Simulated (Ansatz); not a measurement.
H3OSi (SMILES [O][SiH3]) (doublet)

Input

```
crystal:
  periodic: [false, false, false]
  atoms:
    - {symbol: O, position_ang: [0.591788, 0.828653, 0.840260]}
    - {symbol: Si, position_ang: [-0.316173, 1.786202, -0.162116]}
    - {symbol: H, position_ang: [-1.114427, 0.748800, -0.880986]}
    - {symbol: H, position_ang: [0.517913, 2.555205, -1.121007]}
    - {symbol: H, position_ang: [-1.212920, 2.703218, 0.587160]}
basis:
  gaussian:
    orbitals: def2-TZVPD
hamiltonian:
  xc: pbe0
magnetization:
  spin_polarized: true
  initial_magnetization: 1
output: {forces: true, orbitals: {seedname: orbitals}}
```

Run with:

```sh
ansatz run input.yaml --threads 2 --pin off --max-ram 4350MiB --events-out events.jsonl --progress --plain --runs-dir runs
```

Geometry: PBE0-D4/def2-TZVP.

Computed with isolated molecule in a Gaussian basis; Kohn-Sham density functional theory, functional PBE0 in Ansatz.

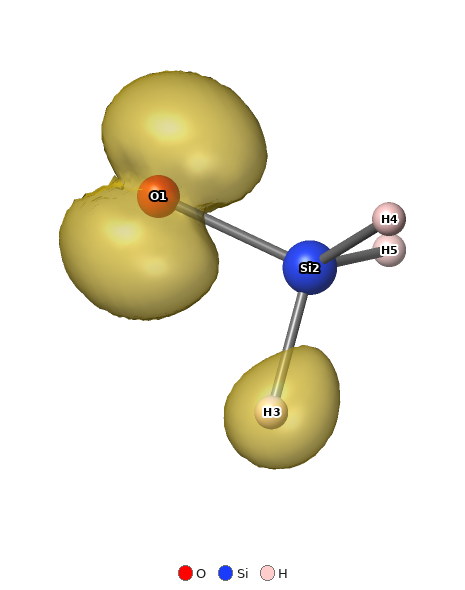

Figure 1. Isosurfaces of the spin density (α minus β) at +0.03 (yellow) and −0.03 e/Å³ (cyan), seen from one side.

Where is the unpaired spin?

The unpaired spin (1 electron) lies mostly on O1 (about 0.8), in electrons by Hirshfeld's partition.

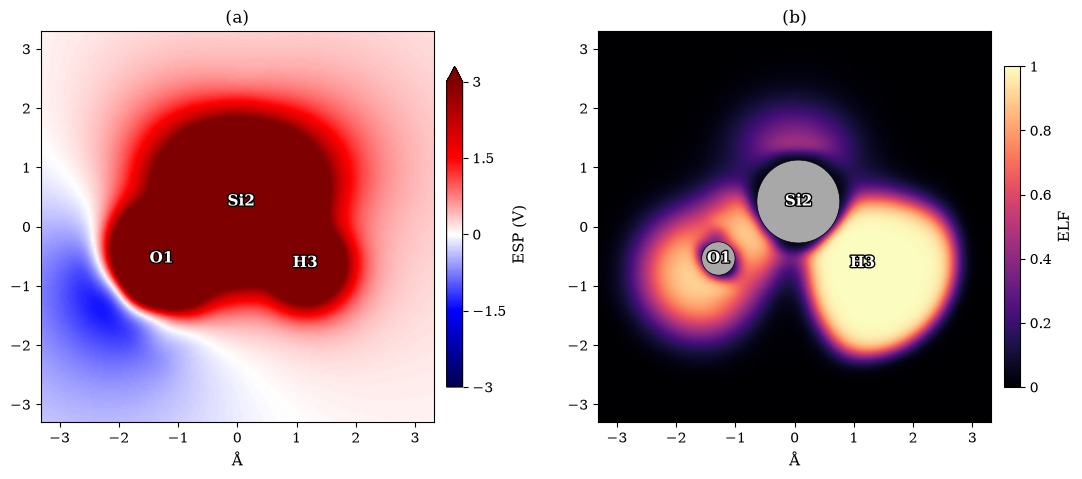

Figure 2. (a) electrostatic potential; (b) ELF on the plane of atoms O1, Si2 and H3. Grey discs cover the atomic cores in the ELF map.

Describe what can be read from this map.

Atoms in the plane: O, Si and H.
Si–O (1.66 Å): the ELF peaks at about 0.90 between the atoms: a shared but strongly polarised pair.
Si–H (1.49 Å): the ELF climbs to about 1 towards the hydrogen, as it does in any bond to H.
The ELF also peaks beside O1, away from the bonds: non-bonding electrons, paired or unpaired.
Outside the dense part of the molecule the potential is most negative (−1.4 V) near O1.

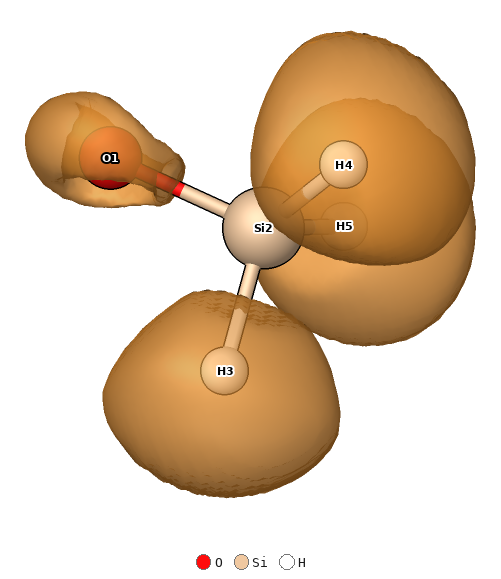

Figure 3. Isosurface of the electron localisation function at 0.85 (orange), seen from one side. Only the valence region is drawn (cores and ρ < 0.01 e/Å³ removed).

Describe the localisation domains.

At this value the surface marks out three regions around hydrogen nuclei and one region wrapped around O (its lone pairs, merged into a ring or cap).

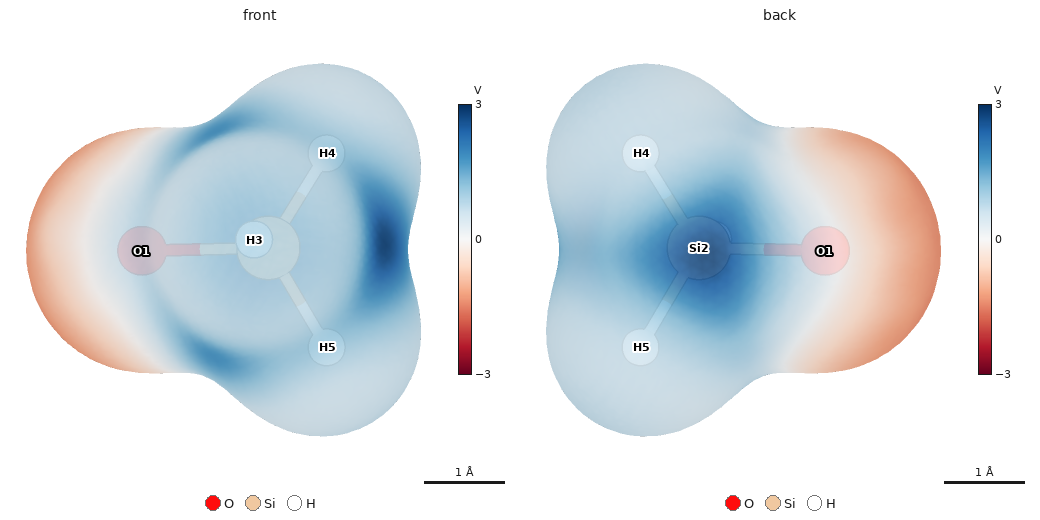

Figure 4. The molecular electrostatic potential painted on the density surface at 0.004 e/bohr³, seen from the front and from behind; red is negative and blue positive.

Describe the electrostatic potential map.

The most negative region (about −1.3 V) lies over O1, the most positive (about +2.7 V) over Si2. O1 is the likeliest acceptor of a hydrogen bond.
